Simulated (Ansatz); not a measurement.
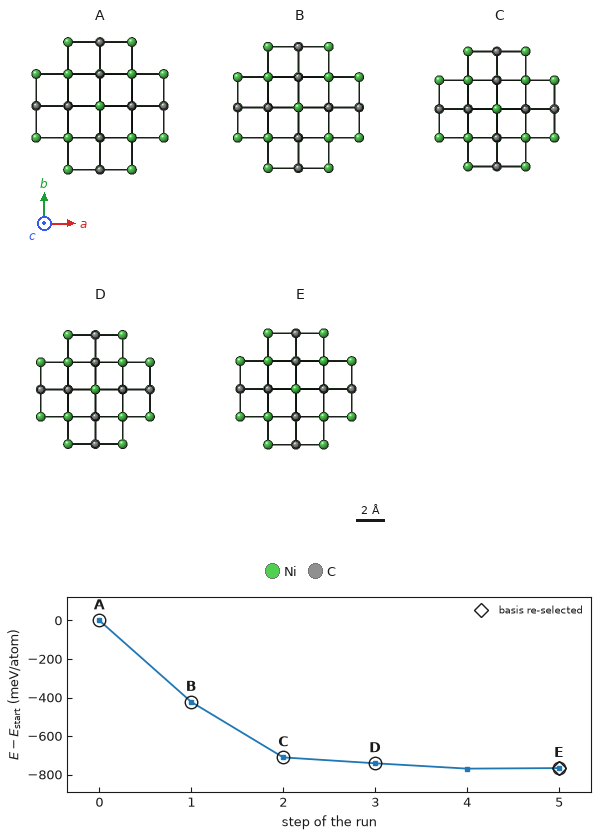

Frames of a relaxation of a crystal of NiC (a generated structure, set up in Fm-3m) (coarse preliminary run), marked on the history of the run. A ball-and-stick model of the conventional cell (4 times the calculation's cell), seen along the c axis. Lengths and directions refer to the drawn axes.

Method: DFT PBE, scalar-relativistic, plane waves, PAW in Ansatz 0.2.0. Settings: plane-wave cutoff 420 eV; k-point mesh 6 × 6 × 6; occupations gaussian; smearing width 0.1 eV; collinear spin; cell and atoms relaxed; force threshold 0.04 eV/Å; at most 70 steps.

What happens along the run?

Answer. No atom moves by more than 0.005 Å relative to the cell. The drawn cell changes as follows: a = b = c 4.658 → 4.069 Å (−12.6 %); the volume changes by −33.3 %. Some distances before and after: C–Ni 2.329 → 2.035 Å. The space group stays Fm-3m (No. 225). After 4 accepted moves (5 points after the start) the energy has fallen by 766 meV per atom. All forces vanish by symmetry, so only the cell relaxes. Pressure: −39.88 GPa at the start and −0.02 GPa at the end. At 1 point the geometry stayed and the basis and grid were re-selected for the new cell (energy shift of 2.8 meV per atom at most each time). The program noted that the starting moments weren't kept. From step 0 to 1: volume −13.9 %, energy −423 meV per atom. From step 1 to 2: volume −14.6 %, energy −288 meV per atom. From step 2 to 3: volume −14.9 %, energy −30.6 meV per atom. From step 3 to 5: volume +6.5 %, energy −24.9 meV per atom.

| step | E − E(0), meV/atom | pressure, GPa | volume, Å³/atom | note |
| --- | --- | --- | --- | --- |
| 0 | 0.00 | -39.88 | 12.635 |  |
| 1 | -422.97 | -35.34 | 10.876 |  |
| 2 | -710.73 | -19.30 | 9.288 |  |
| 3 | -741.34 | 18.67 | 7.907 |  |
| 4 | -769.01 | 0.20 | 8.422 |  |
| 5 | -766.21 | -0.02 | 8.422 | same geometry, new basis |
